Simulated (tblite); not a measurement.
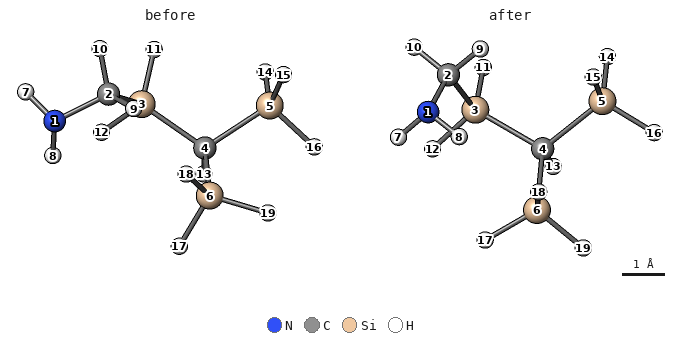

The structure of C2H13NSi3 before (left) and after (right) a relaxation, at one scale.

A ball-and-stick model, seen at a tilt.

Method: GFN2-xTB geometry optimisation, gas phase (tblite). 

Summarise the run.

Answer. The atom that moves furthest after the best rigid fit is H8 (2.24 Å). Largest moves by element: H 2.24 Å, N 1.00 Å, C 0.64 Å, Si 0.60 Å. Among the contacts that change: C2–Si3 1.833 → 1.914 Å, C4–Si6 1.842 → 1.904 Å, Si3–C4 1.860 → 1.906 Å, C2–H10 1.132 → 1.093 Å. Bond angles that change, for instance: H14–Si5–H15 114.6° → 109.1°, C4–Si5–H16 104.7° → 109.8°, H18–Si6–H19 113.0° → 108.2°. Groups turn about C4–Si6 by about 45°, C2–Si3 by about 45°, Si3–C4 by about 40°. After 222 geometry steps the energy has fallen by 13.3 kcal/mol. Cost: 2.1 s on 1 thread of Arm Neoverse V1 (shared host).
